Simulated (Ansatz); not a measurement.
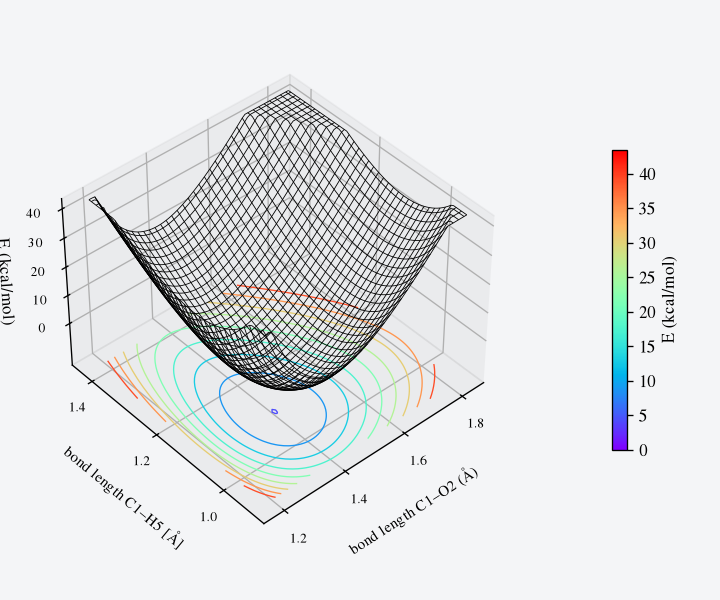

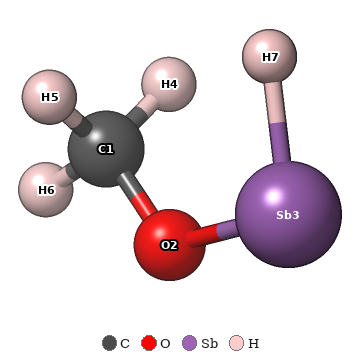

Energy landscape of CH4OSb, SMILES C[O][SbH], spin multiplicity 2. 
- Coordinates scanned: (1) bond length C1–O2; (2) bond length C1–H5.
- Nothing is relaxed (all other coordinates rigid).
- The scan uses a 7 × 7 grid.
- All energies are given in kcal/mol relative to the relaxed molecule at the same level.
- Computed with UKS PBE0-D4/def2-TZVP (Ansatz 0.2.0).

The picture shows a relief with its contours projected below, any walls above the top of the colour scale cut off. Between grid points the surface is interpolated. The second picture is the structure at the lowest point.

Where are the wells?

Answer. The lowest grid point is at bond length C1–O2 = 1.397 Å, bond length C1–H5 = 1.089 Å, 0.06 kcal/mol from the relaxed molecule at the same level. No other kind of well shows on this grid. The highest grid point, bond length C1–O2 = 1.828 Å, bond length C1–H5 = 1.426 Å, lies 60.5 kcal/mol above the lowest. Round the minimum the two coordinates are weakly coupled (coupling 0.05 in units of the two stiffnesses).

The values on the grid:

```tsv
bond length C1–H5 ↓, bond length C1–O2 →	1.181	1.289	1.397	1.505	1.613	1.721	1.828
1.426	49.2	26.8	22.0	26.7	36.3	48.1	60.6
1.342	42.8	19.5	14.1	18.3	27.6	39.3	51.6
1.258	37.2	13.1	7.1	10.9	20.0	31.4	43.7
1.174	33.4	8.5	1.9	5.4	14.3	25.6	37.7
1.089	32.9	7.1	0.1	3.3	11.9	23.2	35.2
1.005	37.7	11.3	3.8	6.7	15.2	26.4	38.4
0.921	51.2	24.2	16.4	19.2	27.6	38.7	50.7
```

The input of one point:

```yaml
crystal:
  periodic: [false, false, false]
  atoms:
    - { symbol: C, position_ang: [-0.466436, 0.638678, -0.147444] }
    - { symbol: O, position_ang: [-0.725049, -0.560918, 0.520162] }
    - { symbol: Sb, position_ang: [0.635218, -1.960019, 0.702093] }
    - { symbol: H, position_ang: [-0.207392, 0.474682, -1.200471] }
    - { symbol: H, position_ang: [0.342795, 1.198687, 0.318877] }
    - { symbol: H, position_ang: [-1.373754, 1.247769, -0.107332] }
    - { symbol: H, position_ang: [1.855301, -1.086637, -0.148446] }
magnetization:
  spin_polarized: true
  initial_magnetization: 1
basis:
  gaussian: { orbitals: def2-TZVP }
hamiltonian:
  xc: pbe0
  dispersion: d4
output:
  forces: true
```

Each point was launched as `ansatz run input.yaml --threads 1 --pin off --max-ram 2560MiB --backend cpu --events-out ev --progress --plain --runs-dir out`. Time for the 49 points that were run: 9.5 min on 1 thread of Arm Neoverse V2 (shared host).
